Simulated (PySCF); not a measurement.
# C7H7NO: the cost of one run

Programs: PySCF 2.14.0, with routines of our own; each step states its level. All values are computed. Atoms count from 0.

### 1 The starting structure

16 atoms, charge 0, multiplicity 1; geometry from: GFN2-xTB.

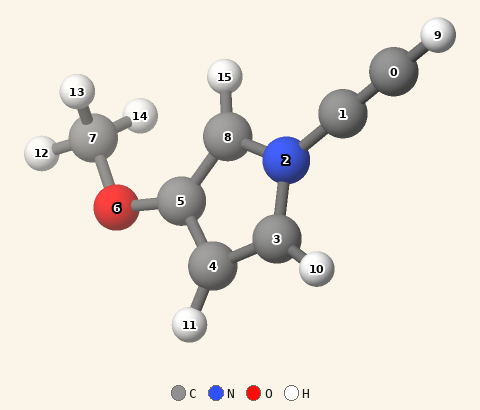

The starting geometry (carbon grey, nitrogen blue, oxygen red, hydrogen white).

### 2 Magnetic properties: GIAO wB97X-D/pcSseg-1

What the job is given:

```
{"job": {"kind": "mag", "xc": "wB97X-D", "basis": "pcSseg-1", "isotopologues": 0}, "charge": 0, "multiplicity": 1}
C      3.552905     1.026409     0.247921
C      2.504875     0.461381     0.103039
N      1.337395    -0.165291    -0.059793
C      1.177686    -1.490922    -0.343237
C     -0.157263    -1.756820    -0.432951
C     -0.843466    -0.537225    -0.193197
O     -2.200873    -0.442831    -0.208377
C     -2.726150     0.836104     0.040579
C      0.099052     0.430278     0.035223
H      4.469153     1.516441     0.376035
H      2.025204    -2.137291    -0.458705
H     -0.618939    -2.699459    -0.642008
H     -3.808734     0.737437    -0.020543
H     -2.447720     1.195020     1.037884
H     -2.382493     1.560399    -0.706487
H      0.011769     1.475313     0.254700
```

With the program's defaults for keys left out, this is: GIAO wB97X-D/pcSseg-1 magnetisability, rotational g tensor and spin-rotation constants, non-relativistic, gas phase.

Launch:

```console
$ OMP_NUM_THREADS=1 python excited_run.py task.json out
```

One launch serves the whole session: the jobs run in the order shown.

Q: Estimate the wall time and peak memory of this first job on 1 thread of Arm Neoverse V2, shared host.

About 37 s, with a peak of 0.86 GiB.
